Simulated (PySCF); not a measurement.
```yaml
atoms:
  - { symbol: C, position_ang: [2.8006, 0.3135, 0.1967] }
  - { symbol: C, position_ang: [1.7395, -0.4262, -0.0702] }
  - { symbol: O, position_ang: [0.4817, 0.0541, 0.0428] }
  - { symbol: Si, position_ang: [-0.9607, -0.6424, -0.2222] }
  - { symbol: C, position_ang: [-2.1503, 0.7812, 0.1910] }
  - { symbol: Cl, position_ang: [-3.8144, 0.1976, -0.0467] }
  - { symbol: H, position_ang: [3.7917, -0.0868, 0.1011] }
  - { symbol: H, position_ang: [2.7002, 1.3352, 0.5171] }
  - { symbol: H, position_ang: [1.8174, -1.4573, -0.3931] }
  - { symbol: H, position_ang: [-1.1138, -1.0512, -1.6186] }
  - { symbol: H, position_ang: [-1.1853, -1.7762, 0.6749] }
  - { symbol: H, position_ang: [-2.0295, 1.6451, -0.4582] }
  - { symbol: H, position_ang: [-2.0816, 1.1138, 1.2241] }
```

Geometry: GFN2-xTB.

The calculation used PySCF, PBE0/pcSseg-1, SCF density, gas phase, non-relativistic.

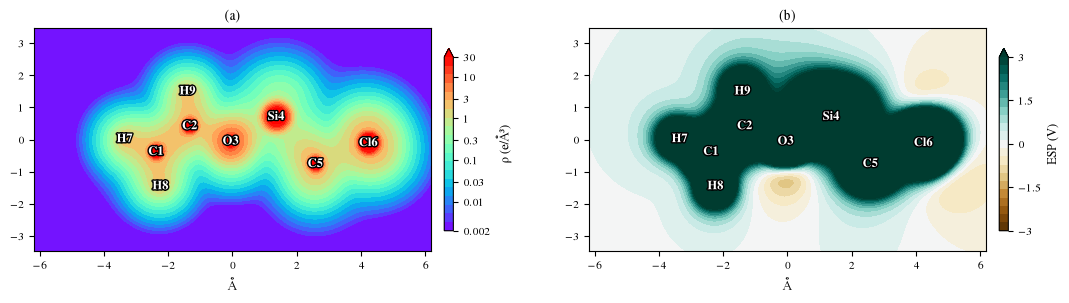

C3H7ClOSi (SMILES C=CO[SiH2]CCl). (a) electron density; (b) electrostatic potential on the plane of atoms H7, C1 and H8.

What does the map show?

Answer. Atoms in the plane: C, O, Si, Cl and H.
C–C (1.32 Å): the density is about 2.4 e/Å³ at the midpoint.
C–O (1.35 Å): ρ is about 2.3 e/Å³ halfway, with its minimum of 1.9 e/Å³ about 0.5 Å from C.
Si–O (1.62 Å): ρ at the midpoint is about 1.1 e/Å³.
C–Cl (1.78 Å): ρ is about 1.3 e/Å³ halfway.
C–Si (1.90 Å): the density is about 0.95 e/Å³ at the midpoint.
Outside the dense part of the molecule the potential is most negative (−1.1 V) near O3.
